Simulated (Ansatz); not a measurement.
**Cl5Hf (doublet): density, localisation and related maps**

The calculation's input:

```
crystal:
  periodic: [false, false, false]
  atoms:
    - { symbol: Hf, position_ang: [0.00062, 0.0, -0.57521] }
    - { symbol: Cl, position_ang: [-0.006324, 0.0, 3.129085] }
    - { symbol: Cl, position_ang: [2.324735, 0.0, -0.79534] }
    - { symbol: Cl, position_ang: [-1.160671, 2.01286, -0.797591] }
    - { symbol: Cl, position_ang: [-1.160671, -2.01286, -0.797591] }
    - { symbol: Cl, position_ang: [0.00491, 0.0, 5.199046] }
magnetization:
  spin_polarized: true
  initial_magnetization: 1
basis:
  gaussian: { orbitals: def2-SVP }
hamiltonian:
  xc: pbe
relax:
  f_tol: 0.03
  max_steps: 50
output:
  orbitals: {}
```

Run with:

```sh
ansatz run input.yaml --threads 4 --pin off --max-ram 5120MiB --backend cpu --events-out ev --progress --plain --runs-dir out
```

The fields are those of the run's last geometry, not of the input's.

Core potentials replace the inner electrons of Hf.

All numbers below come from Ansatz 0.2.0, UKS PBE/def2-SVP.

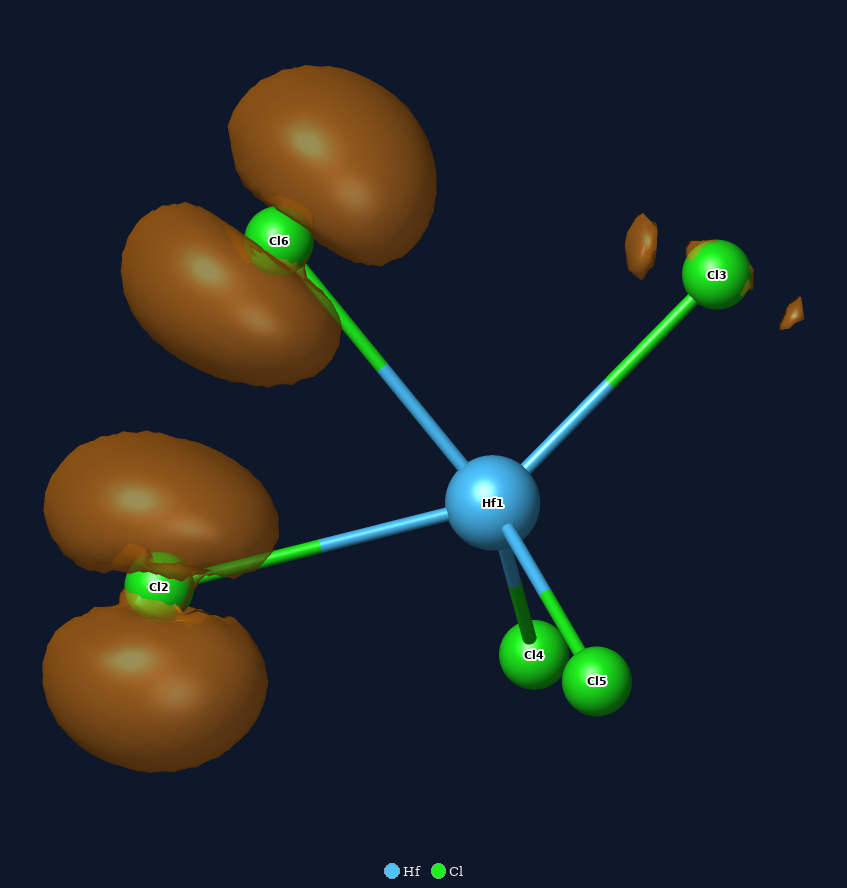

Figure 1. Isosurfaces of the spin density (α minus β) at +0.03 (orange) and −0.03 e/Å³ (purple), seen across its widest extent.

### Which atoms carry the spin?

The unpaired spin (1 electron) lies mostly on Cl2 (about 0.5) and Cl6 (about 0.5), in electrons by Hirshfeld's partition. Only one sign reaches the isovalue.

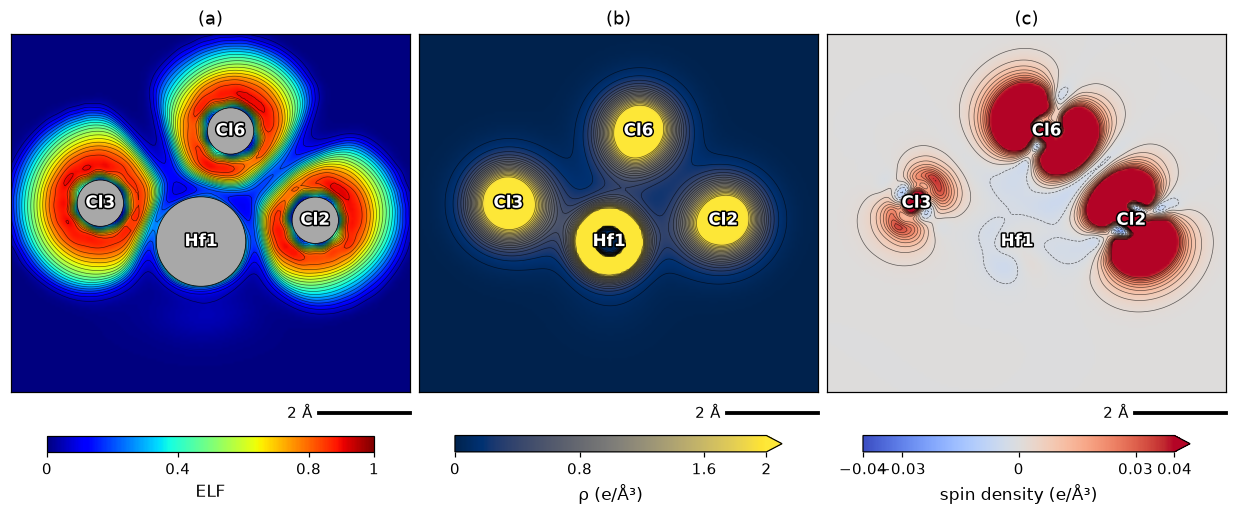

Figure 2. (a) ELF; (b) electron density; (c) spin density (α minus β) on the plane of atoms Cl2, Hf1 and Cl6. Grey discs cover the atomic cores in the ELF map.

### Describe what can be read from this map.

Atoms in the plane: Hf and Cl. Hf–Cl (2.37 Å): the density is about 0.56 e/Å³ at the midpoint; the ELF peaks at about 0.85 in the valence shell of Cl, 0.8 Å from its nucleus, and is about 0.30 at the midpoint. Hf–Cl (2.52 Å): ρ is about 0.41 e/Å³ halfway; the ELF peaks at about 0.90 in the valence shell of Cl, 0.8 Å from its nucleus, and is about 0.30 at the midpoint.

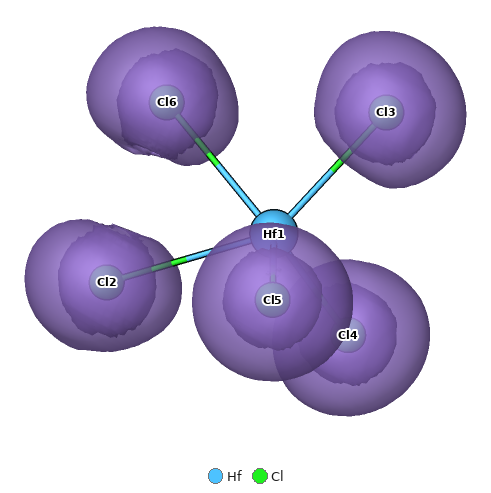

Figure 3. Isosurface of the ELF at 0.8 (purple), seen at a tilt. Only the valence region is drawn (cores and ρ < 0.01 e/Å³ removed).

### What do the ELF domains correspond to?

The ELF exceeds this value in five regions wrapped around Cl (the valence shell of each).


Hf–Cl (2.34 Å): the ELF peaks at about 0.85 in the valence shell of Cl, 0.8 Å from its nucleus, and is about 0.35 at the midpoint. Hf–Cl (2.52 Å): the ELF peaks at about 0.90 in the valence shell of Cl, 0.8 Å from its nucleus, and is about 0.30 at the midpoint.
